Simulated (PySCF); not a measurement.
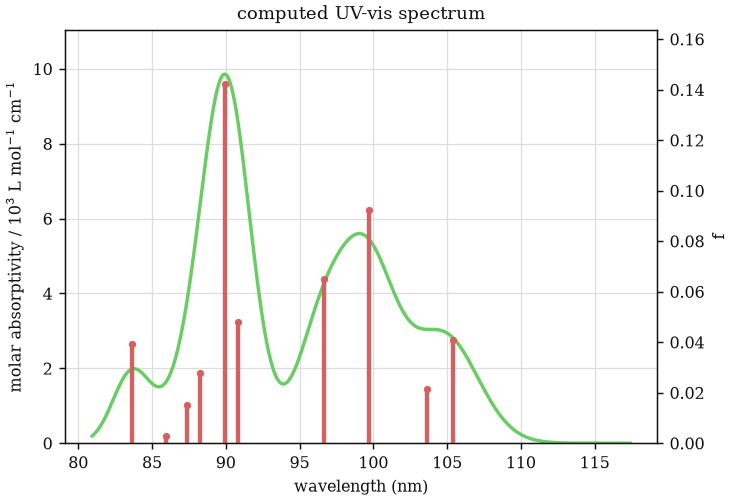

Vertical TDHF excitations, HF/def2-SVPD in PySCF 2.14.0, at a PBE0-D3(BJ)/def2-SVP geometry (no frequency check), gas phase. The lowest 10 singlet states are shown; each is broadened by a Gaussian of 1/e half-width 0.33 eV. Sticks give oscillator strengths (right axis).

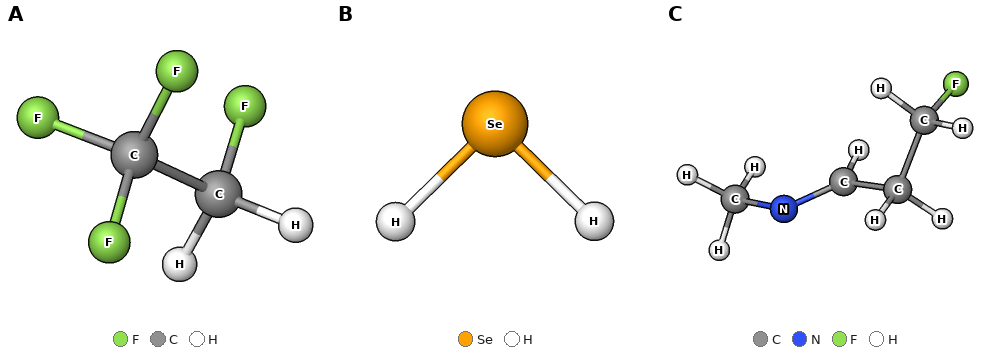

Question: Which molecule gives this spectrum? Choose among the lettered structures.

Answer: Structure A, C₂H₂F₄, SMILES FCC(F)(F)F. Its lowest singlet lies at 11.76 eV (f = 0.041) and the brightest of those computed is S6 at 13.79 eV (90 nm), f = 0.142, mainly HOMO−1 → LUMO+3 (55 %).

Known limits of this run: core orbitals are frozen in the response.
